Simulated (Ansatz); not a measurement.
## Geometry relaxation, with input and output: CH₆Si

System: CH₆Si.
Method: RKS PBE-D4/6-31G* (Ansatz 0.2.0).

It belongs to a series of runs on one base structure; here: start relaxed. Figures and captions count atoms from 1; the log counts them from 0 in places.

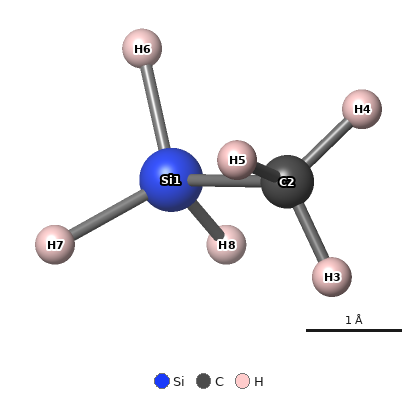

The starting structure (ball-and-stick view, seen at a tilt; atoms are numbered from 1 in the order of the input).

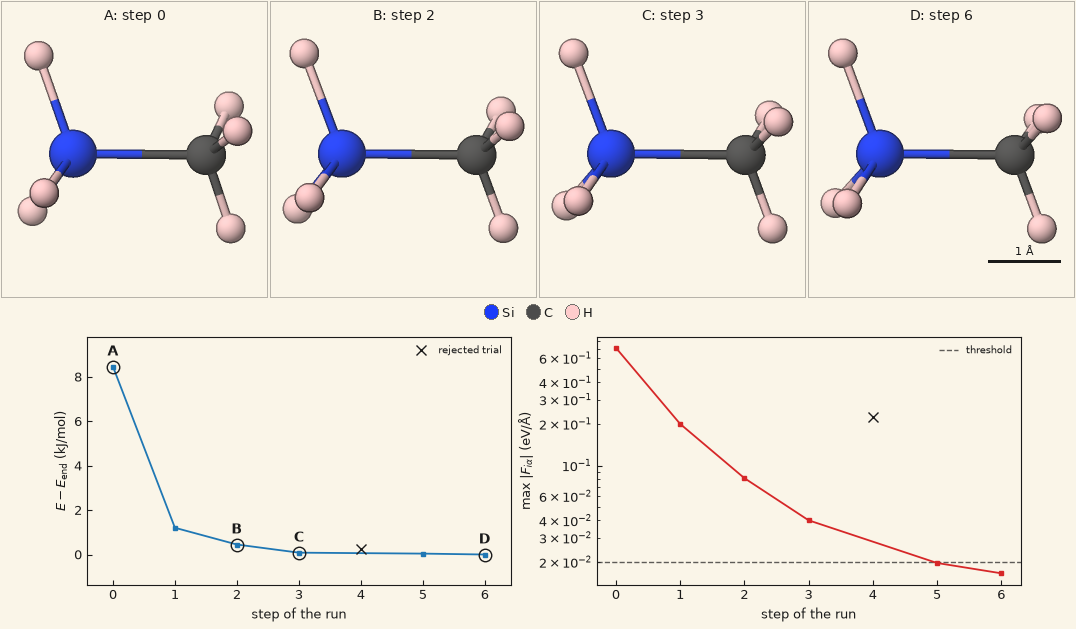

Frames of the relaxation (ball-and-stick view, seen at a tilt) above the curves, on which the letters mark them (the first geometry is step 0 here and step 1 in the log).

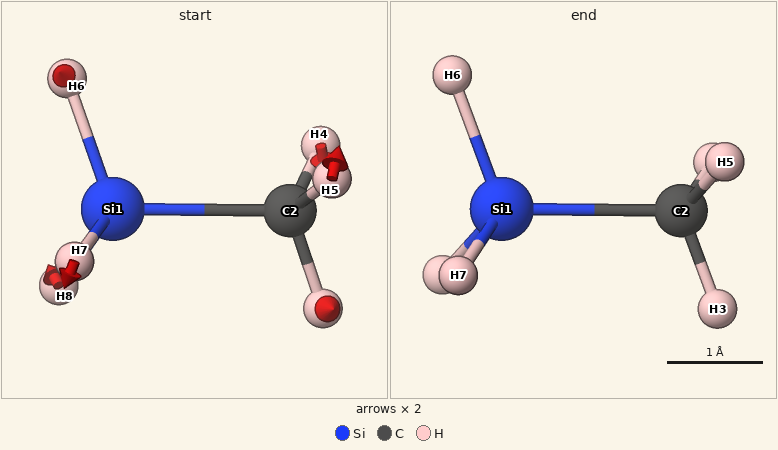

Before (left) and after (right) the relaxation, at one scale (ball-and-stick view, seen at a tilt). The red arrows give the displacements, magnified 2 times. After 6 geometry steps the energy has fallen by 8.46 kJ/mol. Largest force component: 0.71 eV/Å at the start, 0.017 eV/Å at the end. The line search rejected the trial step at point 4 (counted from 0) and went back. The largest moves after the best rigid fit, 0.21 Å, are those of H3, H4 and H5. By element the largest moves are H 0.21 Å, C 0.02 Å. Si stays in place. Distances before and after: Si1–H6 1.460 → 1.503 Å, Si1–C2 1.870 → 1.892 Å, C2–H3 1.110 → 1.103 Å. (Atoms are counted from 1 in the order of the input.)

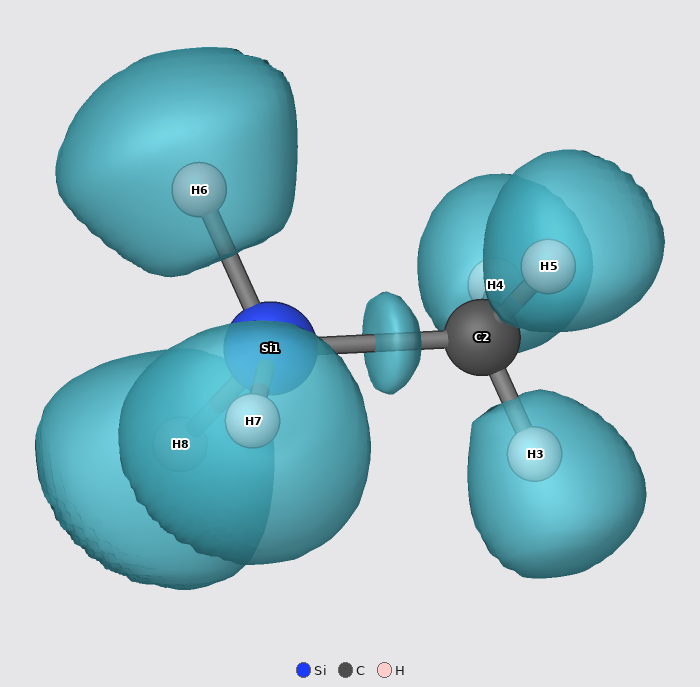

Isosurface of the electron localisation function at 0.9 (cyan), seen at a tilt. Only the valence region is drawn (cores and ρ < 0.01 e/Å³ removed). Values along the shortest contacts: C–Si (1.89 Å): the ELF peaks at about 0.95 between the atoms (a covalent bond).

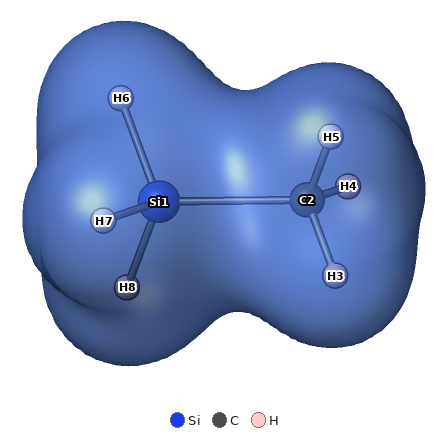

Isosurface of the electron density at 0.05 e/Å³ (blue), seen face on. At this value the surface is in one piece. On the grid the lowest density along these lines, outside the cores, is 0.76 e/Å³ (C–Si, 1.89 Å), 1.7 e/Å³ (C–H, 1.10 Å) and 0.76 e/Å³ (Si–H, 1.50 Å).

The input and output of the run follow.

Input file
```yaml
crystal:
  periodic: [false, false, false]
  atoms:
    - { symbol: Si, position_ang: [0.0, 0.0, 0.0] }
    - { symbol: C, position_ang: [0.0, 0.0, 1.87] }
    - { symbol: H, position_ang: [-0.9996, -0.3092, 2.2405] }
    - { symbol: H, position_ang: [0.7676, -0.7111, 2.2405] }
    - { symbol: H, position_ang: [0.232, 1.0203, 2.2405] }
    - { symbol: H, position_ang: [1.3768, 0.0, -0.4862] }
    - { symbol: H, position_ang: [-0.6877, 1.1914, -0.4862] }
    - { symbol: H, position_ang: [-0.6877, -1.1914, -0.4862] }
basis:
  gaussian: { orbitals: "6-31G*" }
hamiltonian:
  xc: pbe
  dispersion: d4
relax:
  f_tol: 0.02
  max_steps: 40
output:
  orbitals: {}
```

Run as:
```bash
ansatz run input.yaml --threads 1 --pin off --max-ram 2048MiB --backend cpu --events-out ev --progress --plain --runs-dir out
```

Log
```
The last accepted step is kept in [file] (removed where the run ends without a failure and the disk answers)
Engine: ansatz 0.2.0, aarch64-unknown-linux-gnu
Functional definition: PBE
  parameter kappa = 0.804
  parameter beta = 0.06672455060314922
  exchange = pbe_x(kappa = kappa, mu = beta*pi^2/3)
  correlation = pbe_c(beta = beta)
540 factors; integrals over basis functions are off by at most 7.0e-4 eV
mean field evaluation 1: about -9000.4288 eV, gradient 4.7e1 eV
mean field evaluation 2: about -8993.5309 eV, gradient 6.5e1 eV
mean field evaluation 4: about -9005.7934 eV, gradient 9.2e-1 eV
mean field evaluation 8: about -9005.7920 eV, gradient 5.4e-3 eV
mean field -9005.79204911 eV, -330.9567534596 hartree, gradient 3.0e-5 eV, S^2 0.000000; 0 other end points of the search recorded, 0 dependent functions left out
the calculation of the forces begins
reference -9005.79207678 eV, -330.9567544765 hartree; 13, 13 occupied and 33, 33 virtual orbitals, 540 factors
relax step   1: F+E_penalty+E_count = -9005.89436873 eV  Δ(F+E_penalty+E_count) = +0.000e0 eV  max|allowed force component| = 7.135e-1 eV/Å  Δτ_max = 0.0000 Å  (21 SCF iters, accepted)
these checks for a lower state are left out or cut short: starts, cluster_reference, orbital_swaps, neighbouring_geometries, increment
540 factors; integrals over basis functions are off by at most 7.4e-4 eV
mean field evaluation 16: about -9005.8681 eV, gradient 3.6e-2 eV
mean field -9005.86807723 eV, -330.9595474415 hartree, gradient 4.0e-5 eV, S^2 0.000000; 0 other end points of the search recorded, 0 dependent functions left out
the calculation of the forces begins
reference -9005.86810516 eV, -330.9595484681 hartree; 13, 13 occupied and 33, 33 virtual orbitals, 540 factors
relax step   2: F+E_penalty+E_count = -9005.96958699 eV  Δ(F+E_penalty+E_count) = -7.522e-2 eV  max|allowed force component| = 2.005e-1 eV/Å  Δτ_max = 0.0602 Å  (21 SCF iters, accepted)
these checks for a lower state are left out or cut short: starts, cluster_reference, orbital_swaps, neighbouring_geometries, increment
540 factors; integrals over basis functions are off by at most 7.5e-4 eV
mean field -9005.87596730 eV, -330.9598373962 hartree, gradient 4.2e-5 eV, S^2 0.000000; 0 other end points of the search recorded, 0 dependent functions left out
the calculation of the forces begins
reference -9005.87599524 eV, -330.9598384232 hartree; 13, 13 occupied and 33, 33 virtual orbitals, 540 factors
relax step   3: F+E_penalty+E_count = -9005.97740672 eV  Δ(F+E_penalty+E_count) = -7.820e-3 eV  max|allowed force component| = 8.109e-2 eV/Å  Δτ_max = 0.0414 Å  (20 SCF iters, accepted)
these checks for a lower state are left out or cut short: starts, cluster_reference, orbital_swaps, neighbouring_geometries, increment
540 factors; integrals over basis functions are off by at most 7.4e-4 eV
mean field -9005.87975826 eV, -330.9599767115 hartree, gradient 4.2e-5 eV, S^2 0.000000; 0 other end points of the search recorded, 0 dependent functions left out
the calculation of the forces begins
reference -9005.87978613 eV, -330.9599777357 hartree; 13, 13 occupied and 33, 33 virtual orbitals, 540 factors
relax step   4: F+E_penalty+E_count = -9005.98120691 eV  Δ(F+E_penalty+E_count) = -3.800e-3 eV  max|allowed force component| = 4.011e-2 eV/Å  Δτ_max = 0.0697 Å  (19 SCF iters, accepted)
these checks for a lower state are left out or cut short: starts, cluster_reference, orbital_swaps, neighbouring_geometries, increment
540 factors; integrals over basis functions are off by at most 7.4e-4 eV
mean field evaluation 32: about -9005.8783 eV, gradient 1.1e-5 eV
mean field -9005.87831619 eV, -330.9599237163 hartree, gradient 4.3e-5 eV, S^2 0.000000; 0 other end points of the search recorded, 0 dependent functions left out
the calculation of the forces begins
reference -9005.87834400 eV, -330.9599247386 hartree; 13, 13 occupied and 33, 33 virtual orbitals, 540 factors
relax step   5: F+E_penalty+E_count = -9005.97970305 eV  Δ(F+E_penalty+E_count) = +1.504e-3 eV  max|allowed force component| = 2.251e-1 eV/Å  Δτ_max = 0.0299 Å  (21 SCF iters, rejected (line search))
these checks for a lower state are left out or cut short: starts, cluster_reference, orbital_swaps, neighbouring_geometries, increment
540 factors; integrals over basis functions are off by at most 7.4e-4 eV
mean field -9005.88019445 eV, -330.9599927411 hartree, gradient 4.3e-5 eV, S^2 0.000000; 0 other end points of the search recorded, 0 dependent functions left out
the calculation of the forces begins
reference -9005.88022230 eV, -330.9599937645 hartree; 13, 13 occupied and 33, 33 virtual orbitals, 540 factors
relax step   6: F+E_penalty+E_count = -9005.98164575 eV  Δ(F+E_penalty+E_count) = -4.388e-4 eV  max|allowed force component| = 1.967e-2 eV/Å  Δτ_max = 0.0149 Å  (19 SCF iters, accepted)
these checks for a lower state are left out or cut short: starts, cluster_reference, orbital_swaps, neighbouring_geometries, increment
540 factors; integrals over basis functions are off by at most 7.4e-4 eV
mean field -9005.88060598 eV, -330.9600078647 hartree, gradient 4.2e-5 eV, S^2 0.000000; 0 other end points of the search recorded, 0 dependent functions left out
the calculation of the forces begins
reference -9005.88063378 eV, -330.9600088863 hartree; 13, 13 occupied and 33, 33 virtual orbitals, 540 factors
relax step   7: F+E_penalty+E_count = -9005.98206560 eV  Δ(F+E_penalty+E_count) = -4.198e-4 eV  max|allowed force component| = 1.656e-2 eV/Å  Δτ_max = 0.0411 Å  (20 SCF iters, accepted)
540 factors; integrals over basis functions are off by at most 7.4e-4 eV
mean field -9005.88060598 eV, -330.9600078647 hartree, gradient 4.2e-5 eV, S^2 0.000000; 1 other end points of the search recorded, 0 dependent functions left out
the calculation of the forces begins
reference -9005.88063378 eV, -330.9600088863 hartree; 13, 13 occupied and 33, 33 virtual orbitals, 540 factors
Total energy: -9005.98209340 eV, -330.9637374584 hartree
Atom 0 at     0.000396    -0.000057    -0.000507 Å, force    -0.001262     0.000804    -0.004059 eV/Å
Atom 1 at     0.000089    -0.000017     1.891623 Å, force    -0.000328     0.000075     0.016558 eV/Å
Atom 2 at    -1.025447    -0.104500     2.284539 Å, force     0.015114     0.001008    -0.004424 eV/Å
Atom 3 at     0.603242    -0.835831     2.284814 Å, force    -0.008049     0.012097    -0.004002 eV/Å
Atom 4 at     0.422263     0.940315     2.284736 Å, force    -0.006490    -0.013247    -0.004144 eV/Å
Atom 5 at     1.395709     0.150577    -0.537248 Å, force    -0.005911    -0.001632    -0.000069 eV/Å
Atom 6 at    -0.827584     1.132934    -0.537568 Å, force     0.003983    -0.003865     0.000205 eV/Å
Atom 7 at    -0.567267    -1.283421    -0.537490 Å, force     0.002943     0.004761    -0.000064 eV/Å
Dipole moment:     0.000087    -0.000055     0.187174 e Å
```

Trajectory as extended XYZ (Å, eV, eV/Å), 7 frames, from step=1 to step=7
```
8
Properties=species:S:1:pos:R:3:forces:R:3 step=1 energy=-9005.89437
Si    0.0000    0.0000    0.0000    0.0213   0.0000   0.5616
C     0.0000    0.0000    1.8700    0.0003  -0.0002   0.3516
H    -0.9996   -0.3092    2.2405    0.2827   0.1172   0.0850
H     0.7676   -0.7111    2.2405   -0.2436   0.1870   0.0846
H     0.2320    1.0203    2.2405   -0.0398  -0.3040   0.0847
H     1.3768    0.0000   -0.4862    0.7135   0.0216  -0.3842
H    -0.6877    1.1914   -0.4862   -0.3859   0.6253  -0.3916
H    -0.6877   -1.1914   -0.4862   -0.3485  -0.6470  -0.3916
8
Properties=species:S:1:pos:R:3:forces:R:3 step=2 energy=-9005.96959
Si    0.0002    0.0000    0.0012    0.0072   0.0001   0.0886
C     0.0000    0.0000    1.8885    0.0003  -0.0001   0.1950
H    -0.9959   -0.2688    2.2848    0.0630   0.0381  -0.0290
H     0.7307   -0.7281    2.2849   -0.0647   0.0357  -0.0290
H     0.2652    0.9969    2.2849    0.0014  -0.0738  -0.0289
H     1.3898    0.0281   -0.5371    0.2005   0.0192  -0.0638
H    -0.7186    1.1891   -0.5372   -0.1206   0.1698  -0.0665
H    -0.6699   -1.2172   -0.5372   -0.0871  -0.1891  -0.0665
8
Properties=species:S:1:pos:R:3:forces:R:3 step=3 energy=-9005.97741
Si    0.0003    0.0000   -0.0016    0.0002   0.0000  -0.0194
C     0.0001    0.0000    1.8903   -0.0001   0.0000   0.0811
H    -1.0044   -0.2284    2.2865    0.0201   0.0207  -0.0227
H     0.7000   -0.7557    2.2867   -0.0280   0.0071  -0.0227
H     0.3045    0.9841    2.2867    0.0079  -0.0278  -0.0227
H     1.4033    0.0587   -0.5383   -0.0207   0.0107   0.0021
H    -0.7520    1.1856   -0.5387    0.0010  -0.0230   0.0022
H    -0.6503   -1.2443   -0.5386    0.0195   0.0122   0.0022
8
Properties=species:S:1:pos:R:3:forces:R:3 step=4 energy=-9005.98121
Si    0.0003    0.0000    0.0003   -0.0001   0.0001  -0.0020
C     0.0000    0.0000    1.8931    0.0001   0.0000  -0.0401
H    -1.0178   -0.1600    2.2845   -0.0140   0.0049   0.0121
H     0.6474   -0.8014    2.2846    0.0028  -0.0147   0.0123
H     0.3704    0.9614    2.2846    0.0112   0.0097   0.0122
H     1.3986    0.1095   -0.5379    0.0004   0.0052   0.0018
H    -0.7936    1.1561   -0.5381   -0.0047  -0.0022   0.0018
H    -0.6039   -1.2656   -0.5381    0.0043  -0.0029   0.0018
8
Properties=species:S:1:pos:R:3:forces:R:3 step=5 energy=-9005.97970 accepted=F
Si    0.0000    0.0002   -0.0086    0.0053  -0.0034   0.0798
C     0.0004   -0.0002    1.8842   -0.0041   0.0027   0.2251
H    -1.0175   -0.1316    2.2923    0.0052   0.0040  -0.0874
H     0.6228   -0.8156    2.2937   -0.0059   0.0027  -0.0928
H     0.3950    0.9470    2.2929    0.0007  -0.0068  -0.0893
H     1.3989    0.1301   -0.5402   -0.0069   0.0022  -0.0130
H    -0.8118    1.1464   -0.5409    0.0014  -0.0065  -0.0103
H    -0.5864   -1.2763   -0.5405    0.0042   0.0051  -0.0120
8
Properties=species:S:1:pos:R:3:forces:R:3 step=6 energy=-9005.98165
Si    0.0003    0.0000    0.0000    0.0001  -0.0001  -0.0019
C     0.0001    0.0000    1.8926    0.0002   0.0000  -0.0197
H    -1.0200   -0.1452    2.2846   -0.0064   0.0042   0.0061
H     0.6358   -0.8108    2.2848   -0.0005  -0.0075   0.0061
H     0.3843    0.9560    2.2848    0.0068   0.0034   0.0061
H     1.3978    0.1204   -0.5378    0.0000   0.0038   0.0011
H    -0.8027    1.1501   -0.5380   -0.0032  -0.0020   0.0010
H    -0.5941   -1.2705   -0.5380    0.0031  -0.0017   0.0011
8
Properties=species:S:1:pos:R:3:forces:R:3 step=7 energy=-9005.98207
Si    0.0004   -0.0001   -0.0005   -0.0013   0.0008  -0.0041
C     0.0001    0.0000    1.8916   -0.0003   0.0001   0.0166
H    -1.0254   -0.1045    2.2845    0.0151   0.0010  -0.0044
H     0.6032   -0.8358    2.2848   -0.0080   0.0121  -0.0040
H     0.4223    0.9403    2.2847   -0.0065  -0.0132  -0.0041
H     1.3957    0.1506   -0.5372   -0.0059  -0.0016  -0.0001
H    -0.8276    1.1329   -0.5376    0.0040  -0.0039   0.0002
H    -0.5673   -1.2834   -0.5375    0.0029   0.0048  -0.0001
```

Summary

| quantity | value |
| --- | --- |
| outcome | converged |
| total energy | −9005.9821 eV |
| mean-field energy | −9005.8806 eV |
| largest force (length of the vector) at the end | 0.017 eV/Å |
| hardware | 1 thread of Arm Neoverse V1, 24 GiB of memory available, shared host |
| wall time | 9.4 s |
| peak memory | 0.1 GiB |
